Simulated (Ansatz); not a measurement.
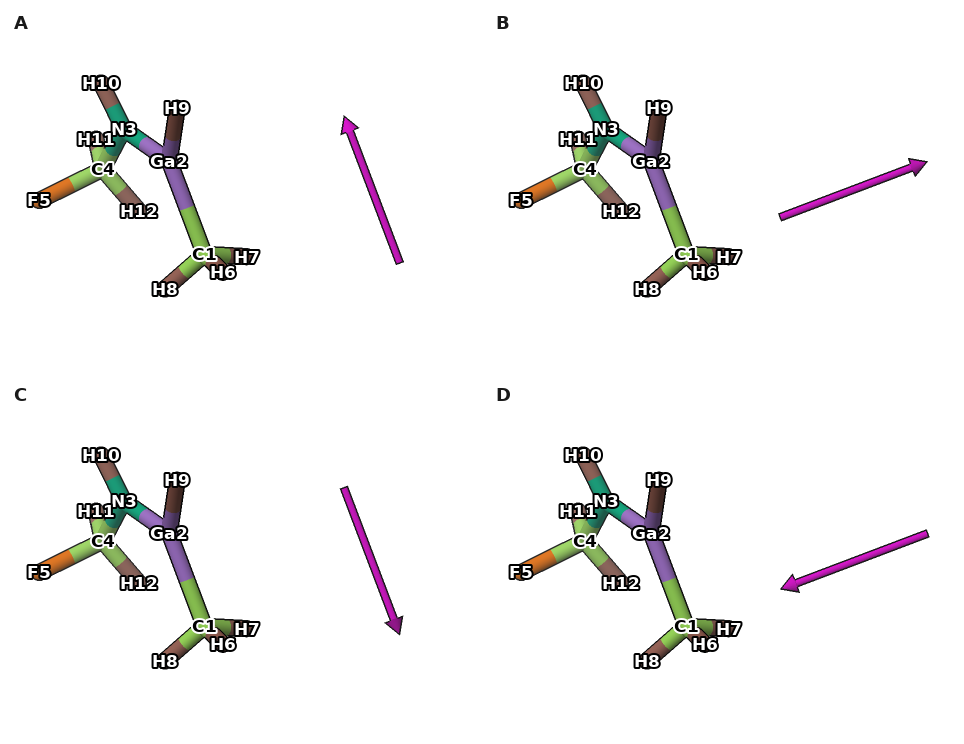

The same molecule four times, each with an arrow. The geometry was computed by an optimisation with PBE0-D4/def2-TZVP. No frequency run is at hand to confirm it as a minimum. Level of theory: RKS B3LYP-D4/def2-TZVPP (Ansatz 0.2.0).

Question: Which arrow points along the dipole moment, from the negative to the positive end?

Answer: B. The dipole moment is 1.72 D; it points from the side of F5 to the side of H7 (the outermost atoms at the two ends).
